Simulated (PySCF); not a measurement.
## A study: Cl$_{3}$FSi, SMILES `F[Si](Cl)(Cl)Cl`

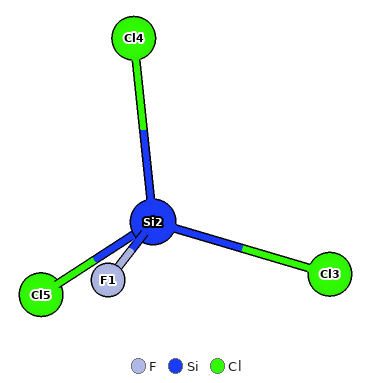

The molecule, with its atoms numbered as below. No frequency check shows the geometry to be a minimum.

Cartesian coordinates (Å):

```
F1      -0.0032    0.0000   -1.7886
Si2      0.0001    0.0001   -0.1784
Cl3      1.3117    1.4002    0.3638
Cl4      0.5576   -1.8357    0.3643
Cl5     -1.8677    0.4354    0.3658
```

Part 1: Bonding charge

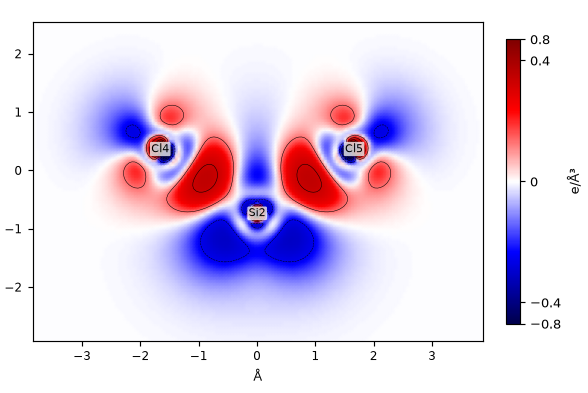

Deformation density (molecule less spherical, spin-averaged free atoms) in the plane of Si2, Cl4 and Cl5; colour scale in e/Å³, logarithmic beyond ±0.1; red: gain, blue: loss.

Method: PBE0/def2-TZVP; geometry: GFN2-xTB; program: PySCF.

**Describe the bonding that the map shows.**

Si2–Cl5 and Si2–Cl4: +0.12 e/Å³ at the bond critical point (bond length 1.99 Å, Mayer order 1.3). In all, 1.1 electrons gather in the regions of gain relative to the promolecule. A small or negative value marks a very polar bond, one between electron-rich atoms, whose free-atom densities already overlap strongly, a long bond to a heavier atom, or a closed-shell contact such as a hydrogen bond.

**Where do the Hirshfeld charges lie?**

The highest Hirshfeld charge is on Si2 (+0.39 e), the lowest on F1 (−0.20 e).

```
atom  charge (e)
  F1       −0.20
 Si2       +0.39
 Cl3       −0.06
 Cl4       −0.07
 Cl5       −0.07
```

Part 2: Local ionisation energy

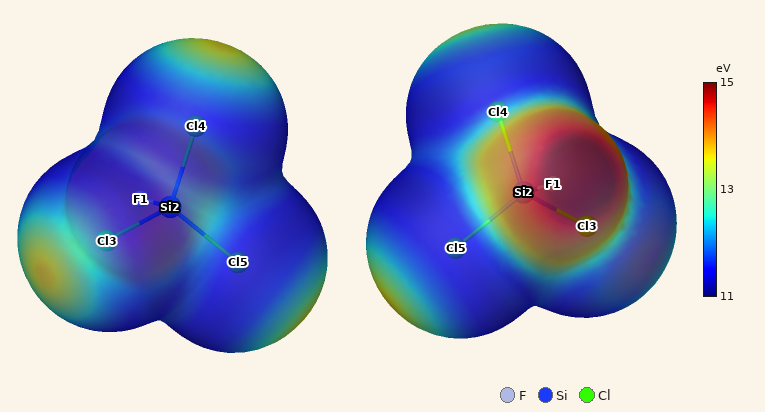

Average local ionisation energy on the surface of electron density 0.001 a.u. (back view left, front view right).

**Locate the minima of the map.**

The lowest value is 11.2 eV, 2.1 Å from Cl5, and at like points elsewhere. Further minima include 11.3 eV, 2.1 Å from Cl5, and at like points elsewhere. For comparison, the highest occupied orbital lies at −9.7 eV.

Part 3: In an electric field

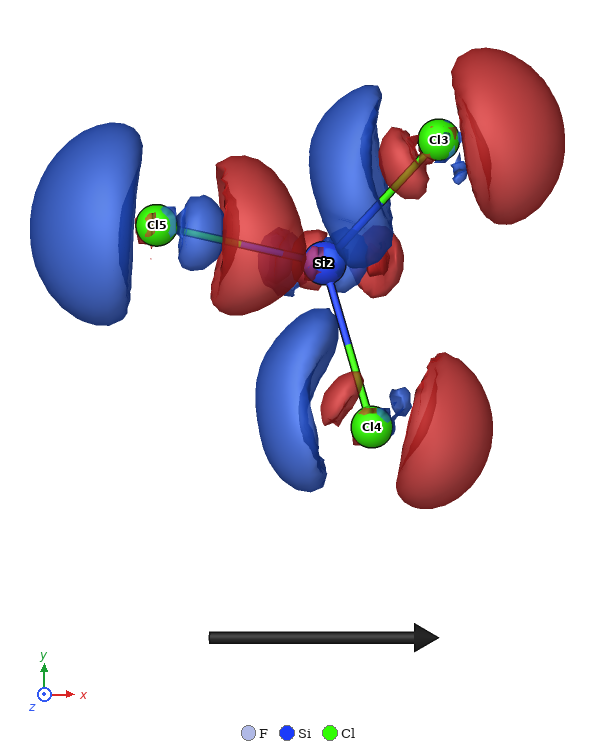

Change of the electron density in a uniform field of 0.21 V/Å along +x (arrow), surfaces at ±0.002 e/Å³ (blue: gain, red: loss).

Method: PBE0/def2-TZVP; geometry: GFN2-xTB; program: PySCF. A basis without diffuse functions makes polarisabilities too small.

**What dipole is induced, and what polarisability does it imply?**

The induced dipole is 0.61 D (along the field); α along this axis, from the fields in both directions, is 60 bohr³ (8.8 Å³).

**Which atoms gain and lose the most charge?**

Electrons gather most on Cl5 (Hirshfeld charge changes by −0.020 e) and leave Cl3 most (+0.014 e); 0.053 electrons are displaced in all.

Part 4: Removing or adding an electron

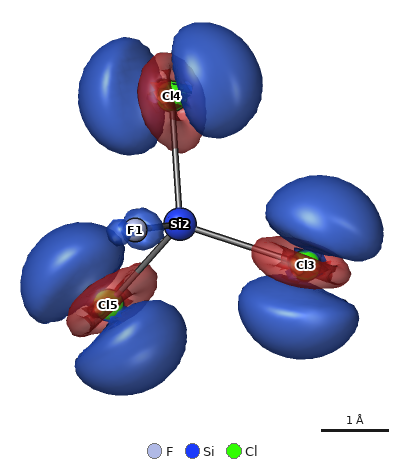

Fukui function f⁻ = ρ(N) − ρ(N−1) at fixed geometry, surfaces at ±0.02 e/Å³ (blue positive, red negative).

PySCF calculation, PBE0/def2-TZVP, gas phase; geometry: GFN2-xTB.

**Which atoms respond most to the removal of an electron?**

f⁻ (Hirshfeld-condensed) is largest on Cl3, Cl4 and Cl5 (0.30 each); the vertical ionisation energy is 11.81 eV (the stability of the cation's solution wasn't checked). Condensed values hint at sites of electrophilic attack but needn't mark the atom that reacts. Orbital relaxation makes it negative in places (0.12 e in all).
